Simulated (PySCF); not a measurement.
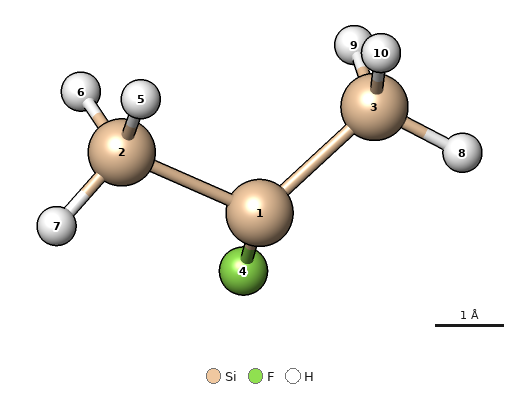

*The structure as given in the input (ball-and-stick view, seen at a tilt; atoms are numbered from 1 in the order of the input).*

# Run report: Si3H6F, EPR calculation

- system: Si3H6F, multiplicity 2, SMILES F[Si]([SiH3])[SiH3]
- method: UKS B3LYP, IGLO-III on F Si, pcH-1 on H, non-relativistic, mean-field spin-orbit, GIAO (PySCF 2.14.0)

**Output**
```
UKS, coarse grid
  cycle   1  E = -972.00915709  |g| = 4.45e-01
  cycle   2  E = -971.81612253  |g| = 9.04e-01
  cycle   3  E = -972.07112439  |g| = 5.14e-02
  cycle   4  E = -972.07196118  |g| = 1.87e-02
  cycle   5  E = -972.07213258  |g| = 4.95e-03
  cycle   6  E = -972.07214732  |g| = 8.94e-04
  cycle   7  E = -972.07214839  |g| = 3.46e-04
UKS, final grid
  cycle   1  E = -972.07213446  |g| = 4.87e-04
  cycle   2  E = -972.07213436  |g| = 7.90e-04
  cycle   3  E = -972.07213455  |g| = 7.55e-05
  cycle   4  E = -972.07213455  |g| = 1.10e-05
E = -972.07213455 Eh   <S^2> = 0.7530 (exact 0.7500)
g shifts (ppm)      1          2          3
  rmc          -152       -152       -152
  gc             54         15         64
  oz_so        -818       -177       5103
  total        -916       -315       5015
hyperfine (MHz)  atom isotope    a_iso     a_fc   dipolar eigenvalues
    0  29Si    -439.95    -441.13   -151.93     74.67     77.25
    1  29Si     -42.94     -43.02    -12.48      4.83      7.65
    2  29Si     -43.16     -43.24    -12.63      4.94      7.69
    3   19F      95.87      94.28   -112.89   -111.42    224.31
    4    1H      -3.39      -3.39     -2.52     -1.23      3.75
    5    1H      65.33      65.33     -2.42     -0.17      2.59
    6    1H      -0.36      -0.36     -2.40     -1.14      3.54
    7    1H       0.24       0.24     -2.39     -1.16      3.55
    8    1H      63.96      63.96     -2.41     -0.19      2.60
    9    1H      -2.68      -2.69     -2.50     -1.25      3.75
```

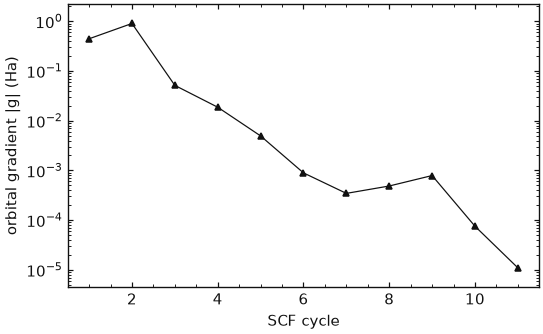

*Convergence of the self-consistent field: orbital gradient |g| against the SCF cycle.*

All cycles printed in the log are drawn one after another.

This output came from the following input.

**Input**
```
{"job": {"kind": "epr"}, "charge": 0, "multiplicity": 2}
Si     0.024553    -0.311348     1.037154
Si    -1.975918     0.127744    -0.104348
Si     1.975665     0.221594    -0.149216
F      0.059121    -1.892767     1.477624
H     -1.941022     1.570148    -0.498400
H     -2.118977    -0.714404    -1.333812
H     -3.148920    -0.115443     0.787986
H      3.179349     0.095249     0.726451
H      2.157492    -0.650157    -1.352463
H      1.830207     1.643796    -0.589509
```

The first line tells a small driver script what to run in PySCF; the rest is the geometry in Å.

Launch command:
```bash
OMP_NUM_THREADS=1 python <driver script> task.json out
```

**Summary**

```json
{"quantity": "outcome", "value": "converged"}
{"quantity": "total energy", "value": "−972.072135 hartree"}
{"quantity": "⟨S²⟩", "value": "0.753"}
{"quantity": "isotropic g", "value": "2.0036"}
{"quantity": "hardware", "value": "1 CPU thread, shared host"}
{"quantity": "wall time", "value": "31 s"}
{"quantity": "peak memory", "value": "0.74 GiB"}
```
